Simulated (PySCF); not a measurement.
# C₃H₁₀Si₂: a tour of settings

Aim: see how C₃H₁₀Si₂ (`C[SiH2]/C=C/[SiH3]`) answers to the choice of functional, basis, grid and SCF options, and what happens with inputs that are wrong on purpose.

The runs use PySCF 2.14.0, with density-fitted response routines of our own; the level of theory stands in each step. All values are computed, except where a source is named. Atoms are numbered from 0 throughout.

### Step 1. Starting geometry

15 atoms, charge 0, multiplicity 1; geometry from: GFN2-xTB.

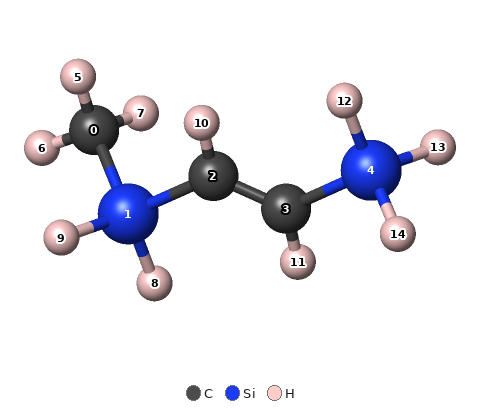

The starting geometry (carbon dark grey, silicon blue, hydrogen pink), atoms numbered.

### Step 2. Shielding tensors: PBE0/pcSseg-1

The job: settings as JSON, then the geometry in Å.

```
{"job": {"kind": "nmr", "xc": "PBE0", "basis": "pcSseg-1"}, "charge": 0, "multiplicity": 1}
C     -2.538044     0.869496    -0.755684
Si    -1.634150    -0.438461     0.285386
C      0.176812     0.059210     0.441193
C      1.222736    -0.683907     0.084035
Si     3.028723    -0.180137     0.233064
H     -2.417345     1.862746    -0.331721
H     -3.602859     0.661730    -0.805892
H     -2.159903     0.899519    -1.774051
H     -1.739439    -1.754927    -0.356053
H     -2.233679    -0.495221     1.627425
H      0.376399     1.040532     0.860966
H      1.025017    -1.665905    -0.333465
H      3.122128     1.138504     0.862517
H      3.627963    -0.133679    -1.104803
H      3.741225    -1.171509     1.045170
```

Method: GIAO PBE0/pcSseg-1 NMR shielding, non-relativistic, gas phase.

The run is started by

```bash
$ OMP_NUM_THREADS=1 python probes_run.py task.json out
```

One launch serves the whole session: the jobs run in the order shown.

Standard output:

```text
coarse grid: 12712 points
cycle   1  E = -698.7906752027  dE =  6.728e-02  |g| = 4.041e-01  |ddm| = 3.321e+00
cycle   2  E = -698.7794362523  dE =  1.124e-02  |g| = 4.477e-01  |ddm| = 7.232e-01
cycle   3  E = -698.8332383053  dE = -5.380e-02  |g| = 2.553e-02  |ddm| = 4.226e-01
cycle   4  E = -698.8333692526  dE = -1.309e-04  |g| = 1.707e-02  |ddm| = 4.450e-02
cycle   5  E = -698.8334383829  dE = -6.913e-05  |g| = 6.307e-03  |ddm| = 1.878e-02
cycle   6  E = -698.8334485038  dE = -1.012e-05  |g| = 1.061e-03  |ddm| = 5.510e-03
cycle   7  E = -698.8334487933  dE = -2.894e-07  |g| = 2.839e-04  |ddm| = 1.162e-03
final grid: 111200 points
cycle   8  E = -698.8620381799  dE = -1.670e-05  |g| = 6.137e-03  |ddm| = 1.739e-02
cycle   9  E = -698.8620344702  dE =  3.710e-06  |g| = 7.139e-03  |ddm| = 1.147e-02
cycle  10  E = -698.8620481226  dE = -1.365e-05  |g| = 3.084e-04  |ddm| = 6.264e-03
cycle  11  E = -698.8620481318  dE = -9.196e-09  |g| = 2.037e-04  |ddm| = 4.217e-04
cycle  12  E = -698.8620481424  dE = -1.060e-08  |g| = 4.183e-05  |ddm| = 1.844e-04
cycle  13  E = -698.8620481428  dE = -4.052e-10  |g| = 7.866e-06  |ddm| = 4.315e-05
converged SCF energy = -698.8620481428

GIAO shielding tensors (ppm)
atom      isotropic    diamagn.    paramagn.     s11        s22        s33       span
  0 C      192.607     252.857     -60.250    189.603    190.611    197.605      8.002
  1 Si     390.955     881.441    -490.486    348.985    400.229    423.650     74.665
  2 C       26.433     261.307    -234.874   -102.459     17.747    164.011    266.470
  3 C       34.571     258.756    -224.185    -88.367     21.900    170.180    258.547
  4 Si     420.515     879.946    -459.432    371.053    423.355    467.137     96.084
  5 H       31.433      31.059       0.373     27.041     28.963     38.293     11.252
  6 H       31.571      28.038       3.533     27.169     28.104     39.440     12.270
  7 H       31.489      31.540      -0.051     27.261     29.051     38.154     10.893
  8 H       27.433      30.366      -2.933     24.370     26.283     31.645      7.275
  9 H       27.180      29.558      -2.377     24.288     25.495     31.758      7.469
 10 H       24.551      34.734     -10.183     20.217     24.361     29.075      8.858
 11 H       24.697      33.532      -8.834     21.257     24.065     28.770      7.513
 12 H       27.723      29.087      -1.364     24.815     26.771     31.583      6.767
 13 H       27.436      28.560      -1.123     24.608     25.621     32.080      7.472
 14 H       27.450      28.199      -0.749     24.560     25.606     32.184      7.624
```

Wall time 14 s (1 thread of Arm Neoverse V1, shared host); peak memory 0.7 GiB.

The references, computed at this level on geometries of the same kind, shield at (ppm): 1H TMS 31.72, 13C TMS 186.9, 29Si TMS 349.2. Their shielding less the atom's gives the shift. The references are single molecules in the gas phase. Atoms listed in one row are averaged.

| atoms | environment | σ (ppm) | δ (ppm) | δ scaled to CDCl3 |
| --- | --- | --- | --- | --- |
| C2 | alkene CH | 26.4 | 160.5 | 154.7 |
| C3 | alkene CH | 34.6 | 152.4 | 146.8 |
| C0 | methyl carbon bonded to Si | 192.6 | -5.7 | -7.5 |
| H10 | hydrogen on an alkene CH | 24.55 | 7.17 | 6.86 |
| H11 | hydrogen on an alkene CH | 24.70 | 7.02 | 6.72 |
| H8, H9 | hydrogen on a silicon bonded to 2 C | 27.31 | 4.41 | – |
| H12, H13, H14 | hydrogen on a silicon bonded to C | 27.54 | 4.18 | – |
| H5, H6, H7 | hydrogen on a methyl carbon bonded to Si | 31.50 | 0.22 | 0.31 |
| Si1 | silicon bonded to 2 C, 2 H | 391.0 | -41.8 | – |
| Si4 | silicon bonded to C, 3 H | 420.5 | -71.4 | – |

The scaled column applies a straight-line fit of computed shieldings to shifts measured in CDCl3 (root-mean-square error 0.16 ppm for H, 1.9 ppm for C).

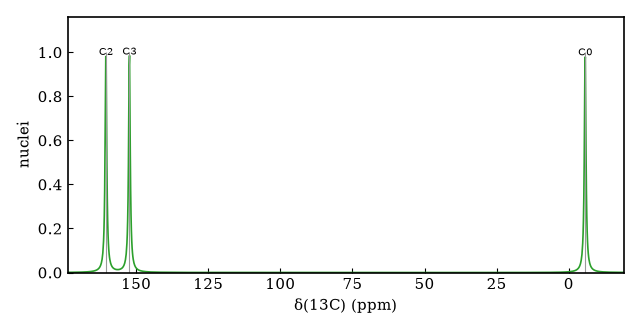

13C lines at the computed shifts, without couplings. Lines are broadened to a width of 0.66 ppm (Lorentzian).

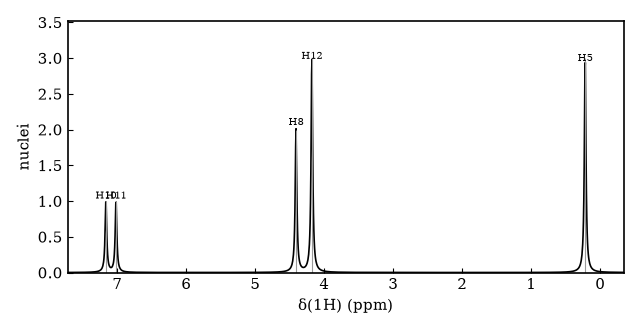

1H lines at the computed shifts, without couplings. Lines are broadened to a width of 0.03 ppm (Lorentzian).

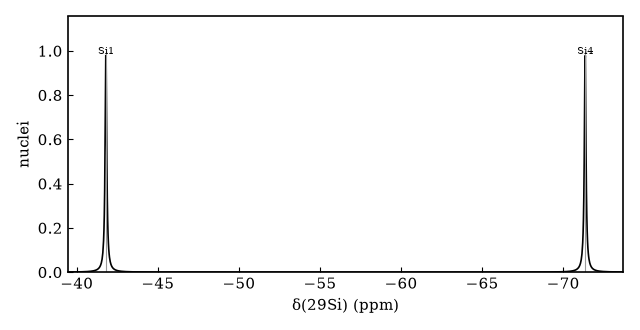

29Si lines at the computed shifts, without couplings. Lines are broadened to a width of 0.12 ppm (Lorentzian).

Charges from the same density, by scheme (e):

| atoms | Mulliken | IAO | Hirshfeld | ESP fit |
| --- | --- | --- | --- | --- |
| C0 | -0.63 | -0.72 | -0.21 | -0.55 |
| Si1 | 0.69 | 0.77 | 0.35 | 0.65 |
| C2 | -0.41 | -0.40 | -0.13 | -0.37 |
| C3 | -0.40 | -0.40 | -0.13 | -0.25 |
| Si4 | 0.55 | 0.61 | 0.31 | 0.41 |

Hirshfeld charges:

C0 -0.21; Si1 0.35; C2 -0.13; C3 -0.13; Si4 0.31; H5 0.04; H6 0.04; H7 0.04; H8 -0.08; H9 -0.08; H10 0.04; H11 0.04; H12 -0.07; H13 -0.08; H14 -0.08

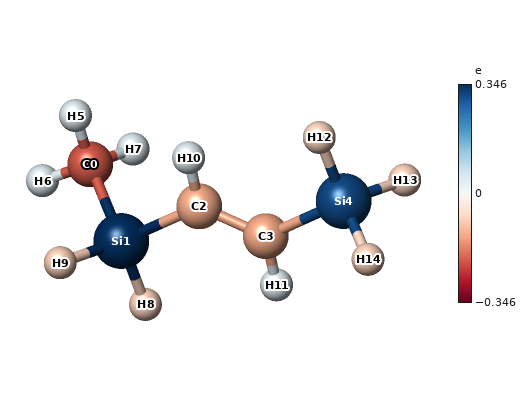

Hirshfeld charges, as colours on the atoms.

Mayer bond orders: C0–Si1 0.95, Si1–C2 0.88, C2–C3 1.94, C3–Si4 0.90.

### Step 3. Ultraviolet spectrum: PBE0/def2-SVPD

Same as in step 2 but for these lines:

```diff
@@ -1,2 +1,2 @@
-{"job": {"kind": "nmr", "xc": "PBE0", "basis": "pcSseg-1"}, "charge": 0, "multiplicity": 1}
+{"job": {"kind": "uv", "xc": "PBE0", "basis": "def2-SVPD", "nstates": 6, "ntriplets": 2}, "charge": 0, "multiplicity": 1}
 C     -2.538044     0.869496    -0.755684
```

Level: TDDFT PBE0/def2-SVPD, vertical, gas phase, core orbitals frozen in the response.

Standard output:

```text
coarse grid: 12712 points
cycle   1  E = -698.5079070734  dE =  3.729e-02  |g| = 3.837e-01  |ddm| = 4.506e+00
cycle   2  E = -698.4973389125  dE =  1.057e-02  |g| = 4.241e-01  |ddm| = 1.050e+00
cycle   3  E = -698.5477923325  dE = -5.045e-02  |g| = 2.706e-02  |ddm| = 5.542e-01
cycle   4  E = -698.5479524335  dE = -1.601e-04  |g| = 1.853e-02  |ddm| = 7.631e-02
cycle   5  E = -698.5480430939  dE = -9.066e-05  |g| = 5.621e-03  |ddm| = 2.873e-02
cycle   6  E = -698.5480515142  dE = -8.420e-06  |g| = 1.301e-03  |ddm| = 8.415e-03
final grid: 111200 points
cycle   7  E = -698.6371817372  dE = -1.551e-05  |g| = 6.185e-03  |ddm| = 6.615e-02
cycle   8  E = -698.6371762488  dE =  5.488e-06  |g| = 7.593e-03  |ddm| = 1.736e-02
cycle   9  E = -698.6371925088  dE = -1.626e-05  |g| = 6.660e-04  |ddm| = 9.718e-03
cycle  10  E = -698.6371926218  dE = -1.130e-07  |g| = 1.595e-04  |ddm| = 9.696e-04
cycle  11  E = -698.6371926288  dE = -6.972e-09  |g| = 3.882e-05  |ddm| = 3.021e-04
cycle  12  E = -698.6371926292  dE = -4.156e-10  |g| = 1.481e-05  |ddm| = 8.028e-05
converged SCF energy = -698.6371926292

Static polarisability (au): isotropic 95.069, principal 77.158 81.715 126.335

Singlet excitations
state   eV       nm        f      main configurations
  1   5.7773    214.6   0.00056   H-1->L 0.96
  2   6.6273    187.1   0.62514   H->L 0.92
  3   7.1537    173.3   0.00299   H->L+1 0.94
  4   7.3317    169.1   0.00874   H-2->L 0.87, H-3->L 0.09
  5   7.5092    165.1   0.00093   H-1->L+1 0.90
  6   7.6340    162.4   0.00922   H->L+2 0.65, H-4->L 0.15, H-3->L 0.10

Triplet excitations (Tamm-Dancoff, eV): 4.1203 5.1226
```

It took 19 s on 1 thread of Arm Neoverse V1, shared host; peak memory 0.75 GiB.

The orbitals next to the gap, with their largest atomic shares:

| orbital | eV | atoms |
| --- | --- | --- |
| HOMO−3 | -9.49 | Si1 30 %, H9 23 %, C0 12 % |
| HOMO−2 | -9.26 | Si1 29 %, C0 28 %, H8 20 % |
| HOMO−1 | -8.16 | C2 24 %, C3 22 %, Si1 14 % |
| HOMO | -7.89 | C3 32 %, C2 32 %, Si4 7 % |
| LUMO | -0.76 | C3 32 %, C2 32 %, Si4 8 % |
| LUMO+1 | 0.49 | Si4 32 %, Si1 13 %, C3 11 % |
| LUMO+2 | 0.77 | Si1 24 %, C0 21 %, H5 8 % |

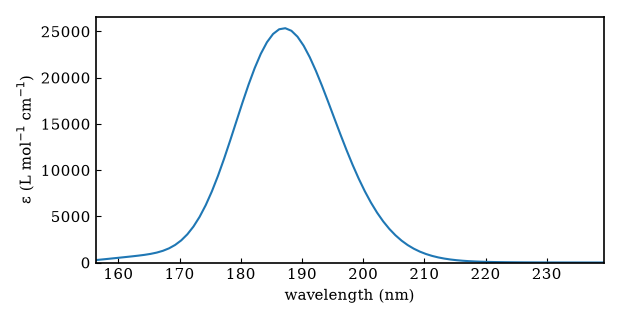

Absorption spectrum: each of the 6 states is a Gaussian band of 0.4 eV half-width at 1/e. Beyond the last state computed it falls off for lack of states.

Further results of this job:

| property | computed |
| --- | --- |
| dipole moment (D) | 0.65 |
| polarisability (Å³) | 14.09 |
| HOMO–LUMO gap (eV) | 7.13 |
| −ε(HOMO) (eV) | 7.89 |

### Step 4. Spin-spin couplings: M06-2X/3-21G

Same as in step 3 but for these lines:

```diff
@@ -1,2 +1,2 @@
-{"job": {"kind": "uv", "xc": "PBE0", "basis": "def2-SVPD", "nstates": 6, "ntriplets": 2}, "charge": 0, "multiplicity": 1}
+{"job": {"kind": "j", "xc": "M06-2X", "basis": "3-21G", "scf": {"guess": "1e", "max_cycle": 55}}, "charge": 0, "multiplicity": 1}
 C     -2.538044     0.869496    -0.755684
```

With the program's defaults for keys left out, this is: M06-2X/3-21G.

Standard output:

```text
NotImplementedError: meta-GGA kernel
```

Wall time 4.9 s (1 thread of Arm Neoverse V1, shared host); peak memory 0.43 GiB.

**What went wrong.** This response code has no terms for the kinetic-energy density, so it refuses meta-GGA functionals here. Cure: take a GGA or a hybrid, or another code.

### Step 5. Shielding tensors: X3LYP/def2-SVP

Same as in step 4 but for these lines:

```diff
@@ -1,2 +1,2 @@
-{"job": {"kind": "j", "xc": "M06-2X", "basis": "3-21G", "scf": {"guess": "1e", "max_cycle": 55}}, "charge": 0, "multiplicity": 1}
+{"job": {"kind": "nmr", "xc": "X3LYP", "basis": "def2-SVP", "pop": true, "scf": {"conv": 1e-07}}, "charge": 0, "multiplicity": 1}
 C     -2.538044     0.869496    -0.755684
```

With the program's defaults for keys left out, this is: GIAO X3LYP/def2-SVP NMR shielding, non-relativistic, gas phase.

Standard output:

```text
final grid: 111200 points
cycle   1  E = -698.8667071765  dE =  3.936e-02  |g| = 4.234e-01  |ddm| = 3.603e+00
cycle   2  E = -698.8486840825  dE =  1.802e-02  |g| = 4.877e-01  |ddm| = 9.283e-01
cycle   3  E = -698.9162005035  dE = -6.752e-02  |g| = 2.847e-02  |ddm| = 5.324e-01
cycle   4  E = -698.9163959579  dE = -1.955e-04  |g| = 1.847e-02  |ddm| = 5.434e-02
cycle   5  E = -698.9164815962  dE = -8.564e-05  |g| = 7.130e-03  |ddm| = 2.334e-02
cycle   6  E = -698.9164954577  dE = -1.386e-05  |g| = 1.137e-03  |ddm| = 7.180e-03
cycle   7  E = -698.9164958016  dE = -3.439e-07  |g| = 3.700e-04  |ddm| = 1.451e-03
cycle   8  E = -698.9164958399  dE = -3.828e-08  |g| = 5.094e-05  |ddm| = 4.243e-04
converged SCF energy = -698.9164958399

GIAO shielding tensors (ppm)
atom      isotropic    diamagn.    paramagn.     s11        s22        s33       span
  0 C      197.306     245.340     -48.034    194.822    195.558    201.537      6.716
  1 Si     446.619     882.754    -436.134    404.052    455.559    480.247     76.195
  2 C       42.929     255.138    -212.209    -77.136     34.227    171.695    248.831
  3 C       50.497     252.910    -202.414    -63.676     37.643    177.523    241.199
  4 Si     474.563     881.027    -406.464    423.542    480.878    519.269     95.727
  5 H       31.692      30.497       1.195     27.655     29.296     38.125     10.471
  6 H       31.799      27.902       3.897     27.729     28.462     39.206     11.477
  7 H       31.749      30.880       0.870     27.905     29.360     37.982     10.077
  8 H       27.647      31.445      -3.798     24.718     26.450     31.774      7.056
  9 H       27.374      30.435      -3.061     24.577     25.707     31.839      7.262
 10 H       24.960      34.600      -9.640     20.635     24.753     29.491      8.856
 11 H       25.111      33.722      -8.611     21.684     24.427     29.223      7.539
 12 H       27.977      30.017      -2.040     25.220     26.950     31.761      6.541
 13 H       27.671      29.397      -1.726     24.940     25.878     32.195      7.255
 14 H       27.681      28.874      -1.193     24.882     25.855     32.308      7.426
```

Run time: 11 s. Hardware: 1 thread of Arm Neoverse V1, shared host; peak memory 0.63 GiB.

In short: δ C2 149.4, C3 141.8, C0 -5.0, Si1 -44.9, H10 6.90, H11 6.75 ppm.

### Step 6. Nuclear shieldings: revPBE/pcSseg-1

Same as in step 5 but for these lines:

```diff
@@ -1,2 +1,2 @@
-{"job": {"kind": "nmr", "xc": "X3LYP", "basis": "def2-SVP", "pop": true, "scf": {"conv": 1e-07}}, "charge": 0, "multiplicity": 1}
+{"job": {"kind": "nmr", "xc": "revPBE", "basis": "pcSseg-1", "pop": true, "scf": {"conv": 1e-08}, "grid": 1}, "charge": 0, "multiplicity": 1}
 C     -2.538044     0.869496    -0.755684
```

With the program's defaults for keys left out, this is: GIAO revPBE/pcSseg-1 NMR shielding, non-relativistic, gas phase.

Standard output:

```text
final grid: 53088 points
cycle   1  E = -699.0181164635  dE =  2.910e-02  |g| = 5.607e-01  |ddm| = 3.404e+00
cycle   2  E = -698.9008717336  dE =  1.172e-01  |g| = 8.448e-01  |ddm| = 1.368e+00
cycle   3  E = -699.1029970478  dE = -2.021e-01  |g| = 6.623e-02  |ddm| = 9.552e-01
cycle   4  E = -699.1040891965  dE = -1.092e-03  |g| = 4.435e-02  |ddm| = 1.271e-01
cycle   5  E = -699.1045862005  dE = -4.970e-04  |g| = 1.553e-02  |ddm| = 4.720e-02
cycle   6  E = -699.1046485115  dE = -6.231e-05  |g| = 4.941e-03  |ddm| = 1.655e-02
cycle   7  E = -699.1046551165  dE = -6.605e-06  |g| = 1.115e-03  |ddm| = 5.579e-03
cycle   8  E = -699.1046554734  dE = -3.569e-07  |g| = 1.428e-04  |ddm| = 1.426e-03
cycle   9  E = -699.1046554795  dE = -6.136e-09  |g| = 3.598e-05  |ddm| = 2.344e-04
converged SCF energy = -699.1046554795

GIAO shielding tensors (ppm)
atom      isotropic    diamagn.    paramagn.     s11        s22        s33       span
  0 C      188.298     251.396     -63.098    185.229    186.652    193.015      7.786
  1 Si     380.705     882.275    -501.569    337.049    390.272    414.795     77.746
  2 C       26.710     259.949    -233.239    -94.615     17.385    157.360    251.976
  3 C       35.237     257.176    -221.939    -79.442     21.255    163.899    243.341
  4 Si     412.135     880.788    -468.653    360.918    415.008    460.480     99.562
  5 H       31.482      31.064       0.418     27.329     29.159     37.958     10.629
  6 H       31.603      28.073       3.530     27.424     28.334     39.050     11.626
  7 H       31.538      31.539      -0.002     27.568     29.245     37.800     10.232
  8 H       27.474      30.626      -3.152     24.567     26.327     31.526      6.959
  9 H       27.145      29.764      -2.619     24.376     25.539     31.520      7.144
 10 H       24.611      34.783     -10.172     20.208     24.620     29.006      8.798
 11 H       24.770      33.567      -8.797     21.319     24.295     28.698      7.379
 12 H       27.787      29.403      -1.616     25.060     26.809     31.493      6.433
 13 H       27.418      28.826      -1.408     24.669     25.681     31.905      7.235
 14 H       27.434      28.430      -0.996     24.626     25.674     32.003      7.377
```

Run time: 14 s. Hardware: 1 thread of Arm Neoverse V1, shared host; peak memory 0.53 GiB.

This run: δ C2 156.0, C3 147.5, C0 -5.6, Si1 -44.2, H10 7.15, H11 7.00 ppm.

### Step 7. Run by run: NMR shifts

Shifts (ppm) of some atoms, chosen among heavy atoms and hydrogens apart, with basis size and wall time:

| run | C2 | C3 | C0 | H10 | H11 | Si1 | Si4 | functions | time |
| --- | --- | --- | --- | --- | --- | --- | --- | --- | --- |
| PBE0/pcSseg-1 | 160.5 | 152.4 | -5.7 | 7.17 | 7.02 | -41.8 | -71.4 | 149 | 14 s |
| X3LYP/def2-SVP | 149.4 | 141.8 | -5.0 | 6.90 | 6.75 | -44.9 | -72.9 | 128 | 11 s |
| revPBE/pcSseg-1 | 156.0 | 147.5 | -5.6 | 7.15 | 7.00 | -44.2 | -75.7 | 149 | 14 s |

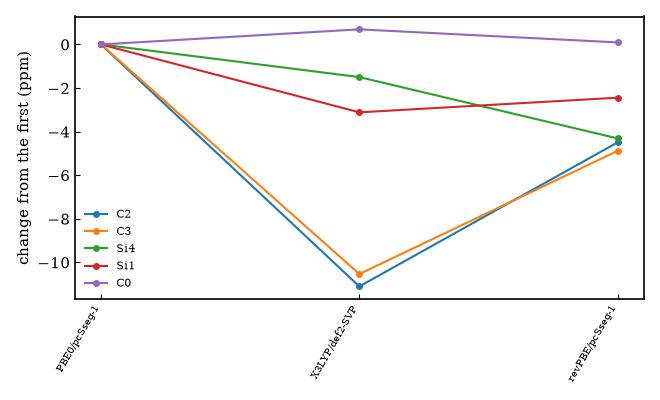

How five of the tabulated atoms move from run to run.

### Step 8. Outcome

```
                                                              quantity                                            value
                                13C shifts against TMS (PBE0/pcSseg-1)                           160.5, 152.4, -5.7 ppm
1H shifts against TMS (PBE0/pcSseg-1, means over atoms taken as alike)                 7.17, 7.02, 4.41, 4.18, 0.22 ppm
                               29Si shifts against TMS (PBE0/pcSseg-1)                                 -41.8, -71.4 ppm
                                       lowest singlet (PBE0/def2-SVPD)                      5.78 eV (215 nm), f = 0.001
                              brightest single state of those computed                      state 2, 6.63 eV, f = 0.625
                                                        lowest triplet                                          4.12 eV
                                              range of the shift of C2                               149.4 to 160.5 ppm
                                         property runs in this session  5, of which 1 failed and 0 gave unsound results
```

What this shows: Single values in the summary come from the first sound run of each kind (PBE0/pcSseg-1; PBE0/def2-SVPD), which need not be the best level. The first singlet state (HOMO−1→LUMO 0.96) lies at 5.78 eV and is dark; of the 6 states computed, the strongest absorption comes from state 2 at 6.63 eV. The lowest triplet lies 1.66 eV below the lowest singlet (triplets in Tamm-Dancoff, singlets in full TDDFT). In ppm, C2 moves most: its shift spreads over 11.1 ppm, from 149.4 (X3LYP/def2-SVP) to 160.5 (PBE0/pcSseg-1).
